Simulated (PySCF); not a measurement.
Consider C₇H₁₈N₂.

Input

```
{"job": {"kind": "nmr", "xc": "PBE0", "basis": "pcSseg-1"}, "charge": 0, "multiplicity": 1}
C      3.396418     1.079781     0.063529
C      3.036337    -0.283710    -0.514289
C      1.821975    -0.923705     0.157730
C      0.515328    -0.193284    -0.153122
N     -0.606537    -0.841559     0.504973
C     -1.132220    -1.972430    -0.237950
N     -1.561972     0.100057     0.937810
C     -2.470820     0.657100    -0.060005
C     -3.341122     1.716776     0.600003
H      2.606602     1.803595    -0.117913
H      4.310219     1.452261    -0.394573
H      3.555161     1.005687     1.136918
H      3.891753    -0.952659    -0.393216
H      2.845260    -0.185647    -1.585762
H      1.961391    -0.938644     1.239287
H      1.741906    -1.957925    -0.181628
H      0.560521     0.821907     0.242037
H      0.376840    -0.138438    -1.246512
H     -1.437426    -1.720285    -1.265190
H     -1.989077    -2.382670     0.296853
H     -0.362102    -2.739736    -0.287466
H     -2.098187    -0.327381     1.689163
H     -1.857755     1.115954    -0.841216
H     -3.115733    -0.102530    -0.532681
H     -3.977505     2.197080    -0.138806
H     -2.715154     2.468644     1.072087
H     -3.973993     1.268188     1.362933
```

Command:

```sh
OMP_NUM_THREADS=1 python probes_run.py task.json out
```

Geometry: GFN2-xTB.

The calculation used PBE0/pcSseg-1, SCF density, gas phase, non-relativistic in PySCF.

> Predict the electron density and electron localisation function between the atoms.

C–N (1.45 Å): ρ at the midpoint is about 1.9 e/Å³; the ELF peaks at about 0.95 between the atoms: a covalent bond.
C–C (1.53 Å): the density is about 1.6 e/Å³ at the midpoint; the ELF peaks at about 0.95 between the atoms; a covalent bond.
C–H (1.09 Å): ρ is about 2 e/Å³ halfway; the ELF climbs to about 1 towards the hydrogen, as it does in any bond to H (a covalent bond by its length).

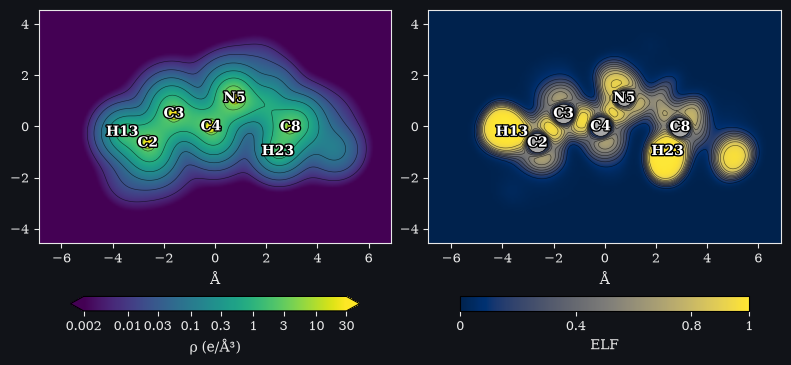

Computed electron density and electron localisation function on the plane of atoms C2, C3 and C4, in this order. Grey discs cover the atomic cores in the ELF map. 
